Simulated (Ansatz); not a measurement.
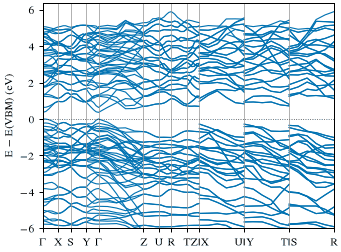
Fig. 1. Band structure from r²SCAN in the plane-wave PAW code Ansatz

Read off the gap and where the band edges lie.

About 0.4 eV (0.36 eV by a search for the band edges); maximum at Γ, minimum at Γ.

Which of these materials gives this?
A) Pb3O4, Pbam (Pb on 4g, Pb on 2d, O on 4g, O on 4h)
B) MnO, Pmmn (Mn on 2b, O on 2a)
C) In4Te3, Pnnm (Pearson symbol oP28)
D) Sb2Se3, Pnma (Pearson symbol oP20)

C, In4Te3, Pnnm (Pearson symbol oP28)

The workflow started from a Materials Project entry (that database holds measured and hypothetical structures alike); the Crystallography Open Database files this formula in space group No. 58, but the cells were not matched. Its standing as an ambient phase is unchecked. The r²SCAN relaxation kept the symmetry of its start; whether a distortion lowers the energy is not shown. Scalar-relativistic: spin–orbit coupling is off unless named, which matters more the heavier the elements.

Potentials: the later of the program's two PAW sets.
